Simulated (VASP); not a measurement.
Band structure of Cd2Zn2Te4 (ordered alloy cell). Computed with PBEsol GGA, VASP's PBE PAW potentials (set 64) (plane waves; VASP).

Unless said otherwise, spin-orbit coupling is left out, though it shifts the bands of the heavy elements here.

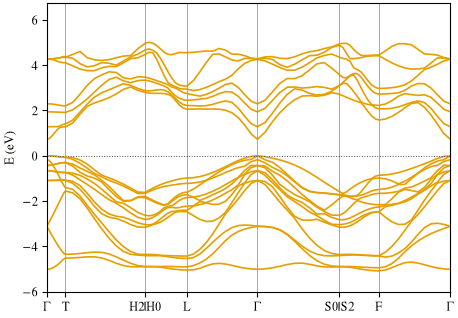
Figure. Bands along high-symmetry lines, zero at the valence-band maximum or, without a gap, the Fermi level

Question: Read the plot: is there a gap, and where are the band edges?

Answer: The gap is direct, 0.73 eV, from the valence maximum at Γ to the conduction minimum at Γ. (Edges off the drawn lines would not show.)

The structure was generated: Cd2Zn2Te4 was put into an ordered model structure (R3m), which need not be its known phase. It was relaxed first.
